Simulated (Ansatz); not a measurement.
System: Ag₃Au (triplet).

Input file:

```
crystal:
  periodic: [false, false, false]
  atoms:
    - {symbol: Au, position_ang: [0.858468, 0.992156, -0.732386]}
    - {symbol: Ag, position_ang: [1.804945, -0.624728, 1.269105]}
    - {symbol: Ag, position_ang: [-0.858683, -0.992192, 0.732673]}
    - {symbol: Ag, position_ang: [-1.804729, 0.624765, -1.269383]}
basis:
  gaussian: {orbitals: def2-TZVP, initial_orbitals: start.molden}
magnetization: {spin_polarized: true, initial_magnetization: 2}
hamiltonian: {xc: pbe0, dispersion: d4}
scf: {omitted_lower_state_checks: [starts]}
output: {orbitals: {seedname: orbitals}}
```

Run with:

```sh
ansatz run in.yaml --threads 4 --pin off --events-out ev --progress --plain --max-ram 3916MiB
```

Geometry: B3LYP-D4/def2-SVP; core potentials replace the inner electrons of Au and Ag.

Theory: Ansatz 0.2.0, UKS PBE0-D4/def2-TZVP.

Predict the electron density, electron localisation function and spin density between the atoms.

Answer. Ag–Au (2.74 Å): ρ at the midpoint is about 0.3 e/Å³; the ELF is about 0.20 at the midpoint.
Ag–Ag (2.74 Å): ρ at the midpoint is about 0.25 e/Å³; the ELF is about 0.15 at the midpoint.
The unpaired spin (2 electrons) lies mostly on Au1 (about 0.5), in electrons by Hirshfeld's partition.

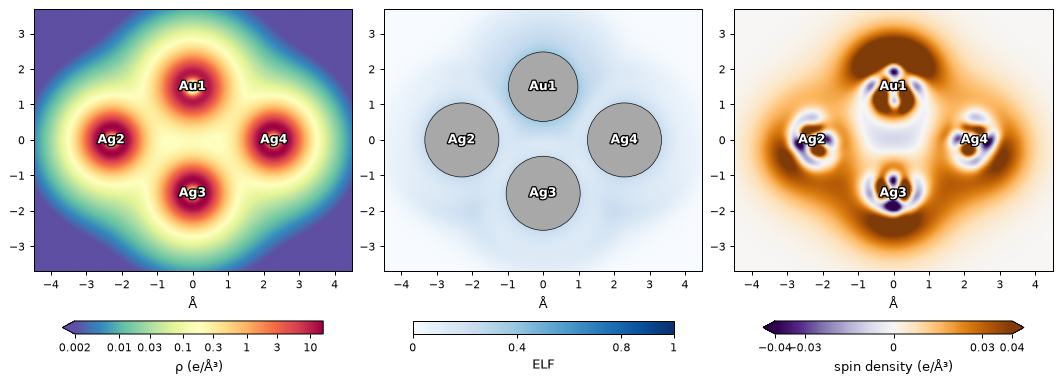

Computed electron density, electron localisation function and spin density on the molecular plane, in this order. Grey discs cover the atomic cores in the ELF map. 
